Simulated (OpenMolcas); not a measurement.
# doublet SiHF+: levels of theory compared

We compute a comparison of 6 runs (UHF/def2-TZVPPD, UB3LYP/6-31G*, UBLYP/def2-TZVPPD, UM06-L/def2-TZVPPD, UPBE/def2-TZVPPD, USVWN5/def2-TZVPPD) of doublet SiHF+. 

The results are computed with OpenMolcas 26.06.

## (1) Starting point

SiHF+ has 3 atoms, charge +1, and is taken as a doublet. SMILES of the parent species: `F[SiH]`. Geometry: relaxed at PBE0-D4/def2-TZVP. That shape belongs to the parent species and isn't relaxed for this state.

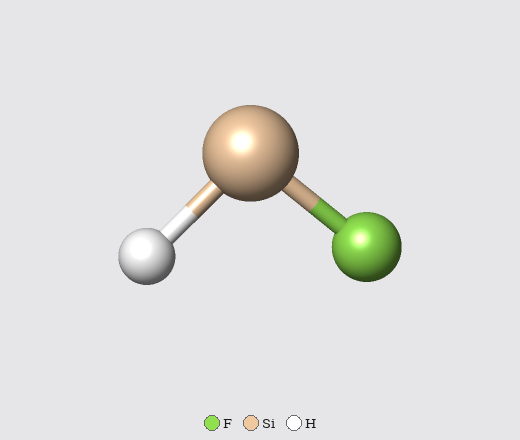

Viewed from a chosen angle; fluorine green, silicon light orange, hydrogen white.

## (2) The energy at UHF/def2-TZVPPD (run 1)

Input file run.input:

```
&GATEWAY
 BASLIB=$CurrDir
 COORD
 3
 angstrom
 F       -1.090200       0.024400      -0.602300
 Si       0.186800       0.629400       0.173800
 H        0.892400      -0.718600       0.415300
 BASIS=def2-TZVPPD
 GROUP=NoSym

&SEWARD

&SCF
 UHF
 CHARGE=1
 SPIN=2
 THRESHOLDS=1e-10 1e-07 1e-07 1e-05
 PRORBITALS=1 1
```

The basis set def2-TZVPPD is read from a file made from the Basis Set Exchange's data (not shown).

Started as:

```bash
$ export MOLCAS_MEM=1860
$ pymolcas run.input > run.log
```

Standard output:

```text
--- Start Module: gateway ---
[...]
--- Stop Module: gateway /rc=_RC_ALL_IS_WELL_ ---
--- Start Module: seward ---
[...]
      Basis functions          105
--- Stop Module: seward /rc=_RC_ALL_IS_WELL_ ---
[...]
--- Start Module: scf ---
[...]
       Convergence after  21 Iterations
[...]
::    Total SCF energy                               -388.6884033057
[...]
      Total spin, S                                     0.5131296908
[...]
      Total electronic charge=   23.000000
      Total            charge=    1.000000
[...]
      Dipole Moment (debye):
      Origin of the operator (angstrom)=   -0.3040    0.3615   -0.1284
                   X=  3.8108E+00               Y=  1.6138E+00               Z=  2.2947E+00           Total=  4.7320E+00
      Center of Charge (angstrom)
[...]
--- Stop Module: scf /rc=_RC_ALL_IS_WELL_ ---
[...]
```

It took 13 s on 1 thread of Arm Neoverse V2, shared host; peak memory 0.6 GiB.

## (3) A single-point energy at UB3LYP/6-31G(d) (Cartesian functions) (run 2)

Input file calc.input:

```
&GATEWAY
BASLIB=$CurrDir
COORD
3
bohr
F     -2.06017942     0.04610932    -1.13818204
Si     0.35300084     1.18939362     0.32843440
H      1.68639159    -1.35795719     0.78480326
BASIS=6-31Gs
GROUP=NoSym
&SEWARD
GRIDINPUT
Grid=UltraFine
End of Grid
&SCF
UHF
CHARGE=1
SPIN=2
KSDFT=B3LYP
THRESHOLDS=1e-10 1e-07 1e-07 1e-05
PRORBITALS=0
```

The basis set 6-31G* is read from a file made from the Basis Set Exchange's data (not shown).

Started as:

```bash
$ export MOLCAS_MEM=1860
$ pymolcas calc.input > calc.log
```

Standard output:

```text
--- Start Module: gateway ---
[...]
--- Stop Module: gateway /rc=_RC_ALL_IS_WELL_ ---
--- Start Module: seward ---
[...]
      Basis functions           36
--- Stop Module: seward /rc=_RC_ALL_IS_WELL_ ---
--- Start Module: scf ---
[...]
       Convergence after  17 Iterations
[...]
::    Total KS-DFT energy                            -389.5749560620
[...]
      Total spin, S                                     0.5033295632
[...]
      Total electronic charge=   23.000000
      Total            charge=    1.000000
[...]
      Dipole Moment (debye):
      Origin of the operator (angstrom)=   -0.3040    0.3615   -0.1284
                   X=  3.3996E+00               Y=  1.2246E+00               Z=  2.0232E+00           Total=  4.1413E+00
      Center of Charge (angstrom)
[...]
--- Stop Module: scf /rc=_RC_ALL_IS_WELL_ ---
[...]
```

Run time: 7.8 s. Hardware: 1 thread of Arm Neoverse V2, shared host; peak memory 0.37 GiB.

Runs 3 to 4 aren't shown in full; the table further down has their settings and results.

## (4) The energy at UPBE/def2-TZVPPD (run 5)

Input file mol.input:

```
* FHSi Kohn-Sham DFT

&GATEWAY
  BasLib=$CurrDir
  Coord
  3
  angstrom
  F       -1.090200       0.024400      -0.602300
  Si       0.186800       0.629400       0.173800
  H        0.892400      -0.718600       0.415300
  Basis=def2-TZVPPD
  Group=NoSym

&SEWARD
  GridInput
  Grid=UltraFine
  End of Grid

&SCF
  UHF
  Charge=1
  Spin=2
  KSDFT=PBE
  Thresholds=1e-10 1e-07 1e-07 1e-05
  PrOrbitals=1
```

The basis set def2-TZVPPD is read from a file made from the Basis Set Exchange's data (not shown).

Started as:

```bash
$ export MOLCAS_MEM=1860
$ pymolcas mol.input > mol.log
```

Standard output:

```text
--- Start Module: gateway ---
[...]
--- Stop Module: gateway /rc=_RC_ALL_IS_WELL_ ---
--- Start Module: seward ---
[...]
      Basis functions          105
--- Stop Module: seward /rc=_RC_ALL_IS_WELL_ ---
[...]
--- Start Module: scf ---
[...]
       Convergence after  19 Iterations
[...]
::    Total KS-DFT energy                            -389.3931804511
[...]
      Total spin, S                                     0.5026009282
[...]
      Total electronic charge=   23.000000
      Total            charge=    1.000000
[...]
      Dipole Moment (debye):
      Origin of the operator (angstrom)=   -0.3040    0.3615   -0.1284
                   X=  3.3455E+00               Y=  1.1229E+00               Z=  1.9818E+00           Total=  4.0473E+00
      Center of Charge (angstrom)
[...]
--- Stop Module: scf /rc=_RC_ALL_IS_WELL_ ---
[...]
```

It took 34 s on 1 thread of Arm Neoverse V2, shared host; peak memory 0.6 GiB.

## (5) A single-point energy at USVWN5/def2-TZVPPD (run 6)

Input file mol.inp:

```
* FHSi Kohn-Sham DFT
>>> EXPORT MOLCAS_PRINT=2
&GATEWAY
BASLIB
$CurrDir
COORD
3
angstrom
F       -1.090200       0.024400      -0.602300
Si       0.186800       0.629400       0.173800
H        0.892400      -0.718600       0.415300
BASIS
def2-TZVPPD
GROUP
NoSym
&SEWARD
GRIDINPUT
Grid=UltraFine
End of Grid
&SCF
UHF
CHARGE
1
SPIN
2
KSDFT
SVWN5
THRESHOLDS
1e-10 1e-07 1e-07 1e-05
PRORBITALS
1 1
```

The basis set def2-TZVPPD is read from a file made from the Basis Set Exchange's data (not shown).

Started as:

```bash
$ export MOLCAS_MEM=1860
$ pymolcas mol.inp > mol.log
```

Standard output:

```text
--- Start Module: gateway ---
[...]
--- Stop Module: gateway /rc=_RC_ALL_IS_WELL_ ---
--- Start Module: seward ---
[...]
      Basis functions          105
--- Stop Module: seward /rc=_RC_ALL_IS_WELL_ ---
[...]
--- Start Module: scf ---
[...]
       Convergence after  19 Iterations
[...]
::    Total KS-DFT energy                            -387.8375843661
[...]
      Total spin, S                                     0.5013112434
[...]
      Total electronic charge=   23.000000
      Total            charge=    1.000000
[...]
      Dipole Moment (debye):
      Origin of the operator (angstrom)=   -0.3040    0.3615   -0.1284
                   X=  3.4031E+00               Y=  1.0454E+00               Z=  2.0051E+00           Total=  4.0859E+00
      Center of Charge (angstrom)
[...]
--- Stop Module: scf /rc=_RC_ALL_IS_WELL_ ---
[...]
```

Run time: 23 s. Hardware: 1 thread of Arm Neoverse V2, shared host; peak memory 0.6 GiB.

## (6) The series

| run | level | Cartesian functions | integration grid | energy (Eh) | HOMO energy (eV) | LUMO energy (eV) | ⟨S²⟩ | wall time |
| --- | --- | --- | --- | --- | --- | --- | --- | --- |
| 1 | UHF/def2-TZVPPD | no | – | -388.688403 | -19.71 | -8.04 | 0.776 | 13 s |
| 2 | UB3LYP/6-31G* (Cartesian functions) | yes | UltraFine | -389.574956 | -15.77 | -12.42 | 0.757 | 7.8 s |
| 3 | UBLYP/def2-TZVPPD | no | UltraFine | -389.640039 | -14.63 | -13.05 | 0.755 | 41 s |
| 4 | UM06-L/def2-TZVPPD | no | UltraFine | -389.611189 | -14.96 | -13.08 | 0.755 | 62 s |
| 5 | UPBE/def2-TZVPPD | no | UltraFine | -389.393180 | -14.75 | -13.00 | 0.755 | 34 s |
| 6 | USVWN5/def2-TZVPPD | no | UltraFine | -387.837584 | -14.67 | -13.30 | 0.753 | 23 s |

## (7) Results

| quantity | value |
| --- | --- |
| run 6: total energy | -387.83758 Eh |
| run 6: HOMO energy (highest over α and β) | -14.67 eV |
| run 6: LUMO energy (lowest over α and β) | -13.30 eV |
| run 6: ⟨S²⟩ | 0.753 |

What this shows: Totals of different functionals can't be ranked against each other. All runs together took 3 min, the longest 62 s.
